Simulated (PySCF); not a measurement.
| atom | x (Å) | y (Å) | z (Å) |
| --- | --- | --- | --- |
| C | -4.3046 | 0.9240 | 1.0185 |
| C | -3.8886 | 0.2210 | 0.1450 |
| C | -3.3362 | -0.6113 | -0.9097 |
| C | -1.9509 | -0.2413 | -1.1607 |
| C | -0.7958 | 0.0824 | -1.3598 |
| Al | 1.0552 | 0.6044 | -1.6289 |
| C | 2.4599 | 0.5567 | -0.2952 |
| C | 3.3050 | 0.5333 | 0.5799 |
| C | 4.3102 | 0.5016 | 1.6205 |
| H | -4.6873 | 1.5310 | 1.7829 |
| H | -3.9235 | -0.4805 | -1.8261 |
| H | -3.3871 | -1.6645 | -0.6087 |
| H | 1.4290 | 1.1081 | -3.0405 |
| H | 4.6575 | -0.5206 | 1.7738 |
| H | 5.1605 | 1.1251 | 1.3428 |
| H | 3.8892 | 0.8745 | 2.5549 |

Geometry: GFN2-xTB.

All numbers below come from PySCF 2.14.0, PBE0/def2-SVPD, SCF density, gas phase.

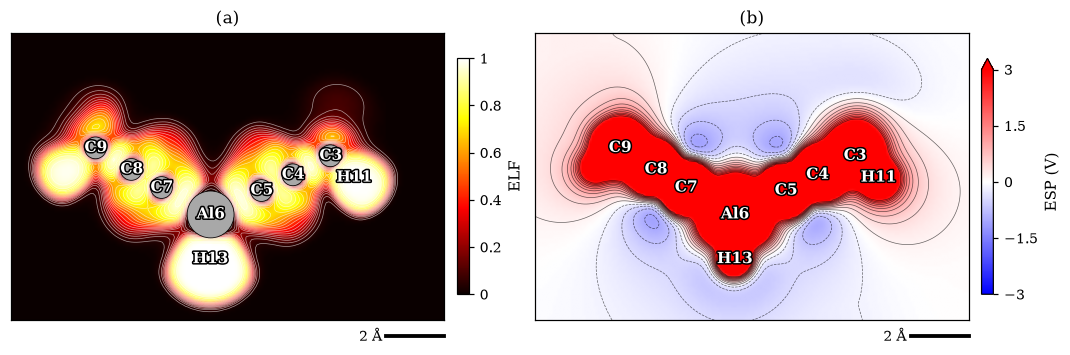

C₈H₇Al (SMILES C#CCC#[C][AlH][C]#CC). (a) electron localisation function; (b) electrostatic potential on the plane of atoms C4, C3 and H11. Grey discs cover the atomic cores in the ELF map.

### What do the fields say about this system?

Atoms in the plane: C, Al and H.
C–C (1.22 Å): the ELF peaks at about 0.90 between the atoms (a multiple bond).
C–Al (1.94 Å): the ELF peaks at about 0.95 between the atoms: a polar covalent bond.
Al–H (1.54 Å): the ELF climbs to about 1 towards the hydrogen.
Outside the dense part of the molecule the potential is most negative (−1.1 V) near C7.
